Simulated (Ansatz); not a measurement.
# [P2H3]− (SMILES [PH-]P) at CCSD/STO-3G

Aim: the vertical singlet–triplet gap of [P2H3]− at CCSD/STO-3G, from 2 runs. 

Program for the calculation: Ansatz 0.2.0.

1 further run of the same task is left out (it didn't finish).

## (1) The molecule

The species is [P2H3]− (5 atoms), meant as a singlet with charge -1. SMILES: `[PH-]P`. The coordinates come from a GFN2-xTB relaxation. This is one conformer, not always the lowest.

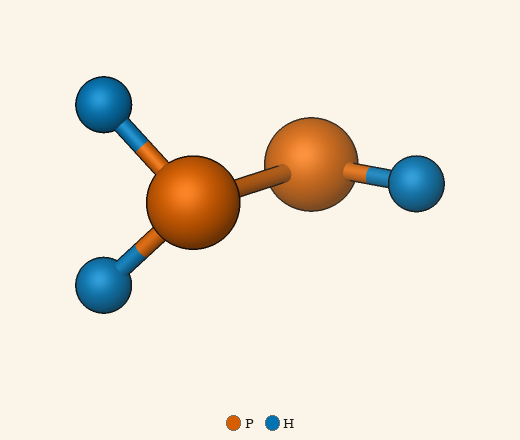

The structure, seen from a chosen angle (phosphorus orange, hydrogen blue).

## (2) A single-point energy at CCSD/STO-3G

run.yaml reads:

```yaml
crystal:
  periodic: [false, false, false]
  atoms:
    - {symbol: P, position_ang: [0.790170, -1.109400, 0.143810]}
    - {symbol: P, position_ang: [-0.477530, 0.546260, 0.076070]}
    - {symbol: H, position_ang: [0.279530, -1.462550, 1.364400]}
    - {symbol: H, position_ang: [-0.983870, 0.470170, -1.228180]}
    - {symbol: H, position_ang: [0.391690, 1.555520, -0.356110]}
basis:
  gaussian: {orbitals: STO-3G}
total_charge: -1
correlation: {method: ccsd, frozen_orbitals: {H: 0, P: 5}}
accuracy: high
scf: {omitted_lower_state_checks: [cluster_reference, increment]}
```

Launch:

```
$ ansatz run run.yaml --threads 1 --pin off --max-ram 2610MiB --events-out events.jsonl --progress --plain --runs-dir runs
```

The log of the run (excerpt; [...] marks lines left out):

```text
Warning: RAYON_NUM_THREADS=1 ignored (pool sized by the plan → 1); use --threads N
Functional definition: HF
  name "HF"
[...]
371 factors; integrals over basis functions are off by at most 3.4e-9 eV
[...]
mean field -18376.81693057 eV, -675.3355659445 hartree, gradient 4.6e-8 eV, S^2 0.000000; 0 other end points of the search recorded, 0 dependent functions left out
10 core orbitals not correlated: weight in the atoms' cores, before any rotation towards them, 1.000 or more for the frozen orbitals, at most 0.000 for the correlated occupied ones
reference -18376.81693057 eV, -675.3355659445 hartree; 7, 7 occupied and 4, 4 virtual orbitals, 371 factors
second order -1.51462345 eV of doubles, -0.00000000 eV of singles
cycle   1  -1.92980765 eV  change   -4.2e-1 eV  update   5.6e-2
[...]
cycle  17  -2.15191854 eV  change  -2.9e-10 eV  update   1.7e-9
Total energy: -18378.96884911 eV, -675.4146474921 hartree
Checks for a lower state left out: cluster_reference, increment
```

It took 0.12 s on 1 thread of Intel Xeon 6975P-C (Granite Rapids), shared host.

## (3) The triplet at the same level

molecule.yaml reads:

```yaml
crystal:
  periodic: [false, false, false]
  atoms:
    - symbol: P
      position_ang: [0.790170, -1.109400, 0.143810]
    - symbol: P
      position_ang: [-0.477530, 0.546260, 0.076070]
    - symbol: H
      position_ang: [0.279530, -1.462550, 1.364400]
    - symbol: H
      position_ang: [-0.983870, 0.470170, -1.228180]
    - symbol: H
      position_ang: [0.391690, 1.555520, -0.356110]
basis:
  gaussian: {orbitals: STO-3G}
scf: {omitted_lower_state_checks: [cluster_reference, increment]}
magnetization: {spin_polarized: true, initial_magnetization: 2}
total_charge: -1
correlation: {method: ccsd, frozen_orbitals: {H: 0, P: 5}}
accuracy: high
```

Launch:

```
$ ansatz run molecule.yaml --threads 1 --pin off --max-ram 2610MiB --events-out events.jsonl --progress --plain --runs-dir runs
```

The log of the run (excerpt; [...] marks lines left out):

```text
Warning: RAYON_NUM_THREADS=1 ignored (pool sized by the plan → 1); use --threads N
[... 2 set-up lines as earlier in the session ...]
[...]
371 factors; integrals over basis functions are off by at most 3.4e-9 eV
[...]
mean field -18371.18081724 eV, -675.1284425999 hartree, gradient 1.5e-8 eV, S^2 2.009754; 0 other end points of the search recorded, 0 dependent functions left out
10 core orbitals not correlated: weight in the atoms' cores, before any rotation towards them, 1.000 or more for the frozen orbitals, at most 0.000 for the correlated occupied ones
reference -18371.18081724 eV, -675.1284425999 hartree; 8, 6 occupied and 3, 5 virtual orbitals, 371 factors
second order -1.15981984 eV of doubles, -0.00000000 eV of singles
cycle   1  -1.52050888 eV  change   -3.6e-1 eV  update   5.1e-2
[...]
cycle  30  -1.72804673 eV  change   1.4e-10 eV  update   1.2e-9
Total energy: -18372.90886397 eV, -675.1919471459 hartree
Checks for a lower state left out: cluster_reference, increment
```

It took 0.2 s on 1 thread of Intel Xeon 6975P-C (Granite Rapids), shared host.

## (4) What came out

At CCSD/STO-3G, 10 core orbitals frozen:

| quantity | value |
| --- | --- |
| singlet: total energy | -675.41465 Eh |
| singlet: correlation energy (10 core orbitals frozen) | -79.1 mEh |
| singlet: T1 diagnostic | 0.009 |
| triplet: total energy | -675.19195 Eh |
| triplet: correlation energy (10 core orbitals frozen) | -63.5 mEh |
| triplet: ⟨S²⟩ of the reference determinant | 2.010 |
| triplet: T1 diagnostic | 0.008 |
| vertical energy of the triplet above the singlet | 6.060 eV |

**Reading.** At this shape the triplet lies 6.06 eV (585 kJ/mol) above the singlet. For an anion a state so high probably lies above electron detachment. In a minimal basis such a difference can be off by several eV, whatever the method.
